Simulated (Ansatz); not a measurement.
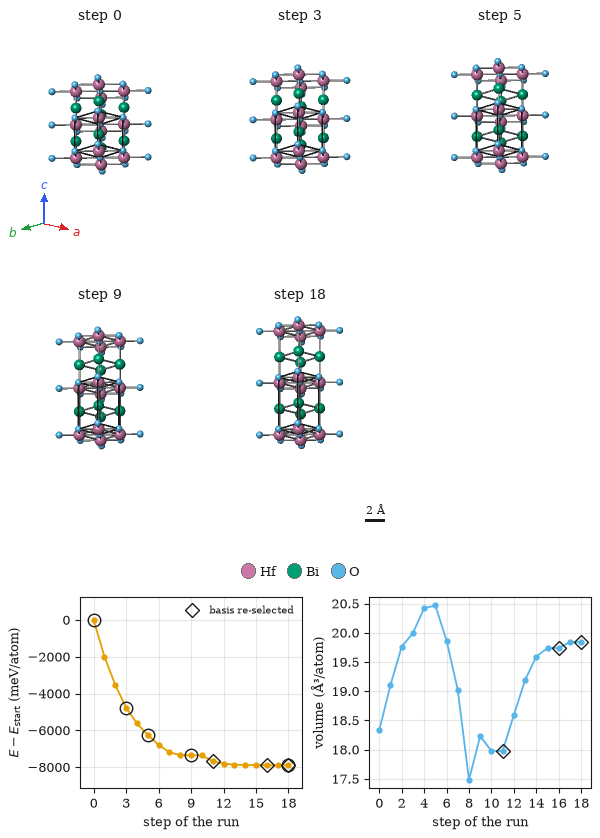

Frames of a relaxation of solid HfBiO (a generated structure, set up in P4/mmm) (coarse preliminary run), marked on the history of the run. A ball-and-stick model of the cell of the calculation, repeated 2 × 2 × 2 with one cell outlined, seen from a free direction.

The calculation used DFT PBE, scalar-relativistic, plane waves, PAW (Ansatz). Set-up: plane-wave cutoff 420 eV; k-point mesh 4 × 4 × 4; occupations gaussian; smearing width 0.1 eV; no spin polarisation; cell and atoms relaxed; force threshold 0.04 eV/Å; at most 70 steps.

> Describe the path.

After 15 accepted moves (18 points after the start) the energy has fallen by 7892 meV per atom. All forces vanish by symmetry, so only the cell relaxes. The pressure goes from 122.27 to 0.08 GPa. At 3 points the geometry stayed and the basis and grid were re-selected for the new cell (energy shift of 326 meV per atom at most each time). No atom moves by more than 0.005 Å relative to the cell. The volume changes by +8.2 %, with a = b 3.780 → 3.152 Å (−16.6 %), c 3.850 → 5.991 Å (+55.6 %). Near-neighbour distances that change, for instance: Bi–Hf 1.925 → 2.995 Å, Hf–Hf 3.780 → 3.152 Å, Bi–Bi 3.780 → 3.152 Å, Hf–O 2.673 → 2.229 Å. The space group stays P4/mmm (No. 123). The run took 100 s on 1 thread of Intel(R) Xeon(R) Processor @ 2.50GHz (Skylake/Cascade Lake), with other jobs on the host, peak memory 0.39 GiB. From step 0 to 3: volume +9.1 %, energy −4768 meV per atom. From step 3 to 5: volume +2.4 %, energy −1477 meV per atom. From step 5 to 9: volume −10.9 %, energy −1107 meV per atom. From step 9 to 18: volume +8.8 %, energy −540 meV per atom.

```json
{"step": "0", "E − E(0), meV/atom": "0.00", "pressure, GPa": "122.27", "volume, Å³/atom": "18.333", "note": ""}
{"step": "1", "E − E(0), meV/atom": "-1997.51", "pressure, GPa": "88.20", "volume, Å³/atom": "19.106", "note": ""}
{"step": "2", "E − E(0), meV/atom": "-3534.97", "pressure, GPa": "65.59", "volume, Å³/atom": "19.762", "note": ""}
{"step": "3", "E − E(0), meV/atom": "-4768.04", "pressure, GPa": "46.24", "volume, Å³/atom": "19.995", "note": ""}
{"step": "4", "E − E(0), meV/atom": "-5616.94", "pressure, GPa": "28.35", "volume, Å³/atom": "20.419", "note": ""}
{"step": "5", "E − E(0), meV/atom": "-6244.96", "pressure, GPa": "14.87", "volume, Å³/atom": "20.468", "note": ""}
{"step": "6", "E − E(0), meV/atom": "-6784.80", "pressure, GPa": "7.95", "volume, Å³/atom": "19.868", "note": ""}
{"step": "7", "E − E(0), meV/atom": "-7187.81", "pressure, GPa": "2.87", "volume, Å³/atom": "19.023", "note": ""}
{"step": "8", "E − E(0), meV/atom": "-7346.07", "pressure, GPa": "7.10", "volume, Å³/atom": "17.486", "note": ""}
{"step": "9", "E − E(0), meV/atom": "-7352.02", "pressure, GPa": "-2.52", "volume, Å³/atom": "18.233", "note": ""}
{"step": "10", "E − E(0), meV/atom": "-7354.91", "pressure, GPa": "0.20", "volume, Å³/atom": "17.978", "note": ""}
{"step": "11", "E − E(0), meV/atom": "-7680.63", "pressure, GPa": "14.86", "volume, Å³/atom": "17.978", "note": "same geometry, new basis"}
{"step": "12", "E − E(0), meV/atom": "-7801.72", "pressure, GPa": "8.20", "volume, Å³/atom": "18.593", "note": ""}
{"step": "13", "E − E(0), meV/atom": "-7863.62", "pressure, GPa": "3.37", "volume, Å³/atom": "19.190", "note": ""}
{"step": "14", "E − E(0), meV/atom": "-7881.54", "pressure, GPa": "0.82", "volume, Å³/atom": "19.594", "note": ""}
{"step": "15", "E − E(0), meV/atom": "-7882.79", "pressure, GPa": "0.01", "volume, Å³/atom": "19.738", "note": ""}
{"step": "16", "E − E(0), meV/atom": "-7891.21", "pressure, GPa": "0.57", "volume, Å³/atom": "19.738", "note": "same geometry, new basis"}
{"step": "17", "E − E(0), meV/atom": "-7891.59", "pressure, GPa": "0.08", "volume, Å³/atom": "19.840", "note": ""}
{"step": "18", "E − E(0), meV/atom": "-7891.76", "pressure, GPa": "0.08", "volume, Å³/atom": "19.840", "note": "same geometry, new basis"}
```

Limits of the set-up: the k-point mesh is coarse for a cell with partly filled bands.
